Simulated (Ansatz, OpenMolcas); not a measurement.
**Errors in the atomisation enthalpy at 298 K**

6 molecules of light elements (H to F); the atomisation enthalpy at 298 K in kJ/mol, computed less measured. Shapes, held fixed at every level: PBE0-D4/def2-TZVP. Flexible molecules stand in one conformer, not always the lowest. Thermal terms are harmonic and unscaled (PBE0-D4/def2-TZVP); the spin-orbit lowering of the free atoms is taken from their spectra. Programs: Ansatz 0.2.0, OpenMolcas 26.06. Measured values: Active Thermochemical Tables, CRC Handbook of Chemistry and Physics.

Levels: A = SVWN5/def2-TZVP; B = SPW92/def2-TZVPP; C = r2SCAN0-D4/def2-TZVPP.

```json
{"molecule": "N2H3 (hydrazinyl radical)", "from tabulated heats": "1374", "A": "+289", "B": "+297", "C": "-42"}
{"molecule": "C2H3F (SMILES C=CF)", "from tabulated heats": "2310", "A": "+373", "B": "+376", "C": "-43"}
{"molecule": "C2H3N (acetonitrile)", "from tabulated heats": "2486", "A": "+369", "B": "+373", "C": "-67"}
{"molecule": "C2H3O (acetyl radical)", "from tabulated heats": "2347", "A": "+393", "B": "+396", "C": "-36"}
{"molecule": "CH4O (methanol)", "from tabulated heats": "2039", "A": "+295", "B": "+301", "C": "-43"}
{"molecule": "C3H4 (allene)", "from tabulated heats": "2832", "A": "+418", "B": "+422", "C": "-33"}
```

Task: Sum up the errors.

Result: 
```json
{"level": "SVWN5/def2-TZVP", "kind": "LDA", "mean error": "+356.2", "mean absolute error": "356.2", "worst case": "C3H4"}
{"level": "SPW92/def2-TZVPP", "kind": "LDA", "mean error": "+360.8", "mean absolute error": "360.8", "worst case": "C3H4"}
{"level": "r2SCAN0-D4/def2-TZVPP", "kind": "global hybrid", "mean error": "-44.0", "mean absolute error": "44.0", "worst case": "C2H3N"}
```

On this set r2SCAN0-D4/def2-TZVPP has the smallest mean absolute error and SPW92/def2-TZVPP the largest. SVWN5/def2-TZVP is too high in 6 of 6; SPW92/def2-TZVPP is too high in 6 of 6; r2SCAN0-D4/def2-TZVPP is too low in 6 of 6. The largest two are near a tie. For SVWN5/def2-TZVP and SPW92/def2-TZVPP the error grows with the size of the molecule. Open shells run unrestricted. The set is small.

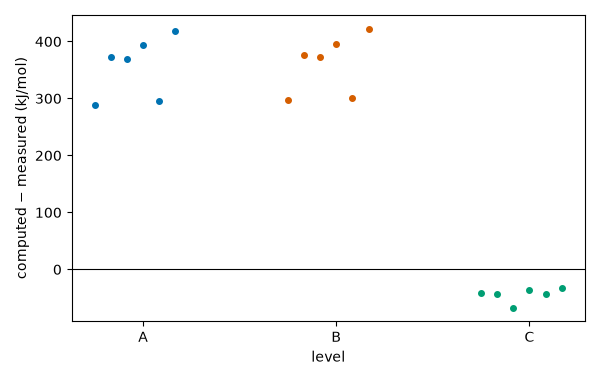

Errors of each level, one point a molecule.
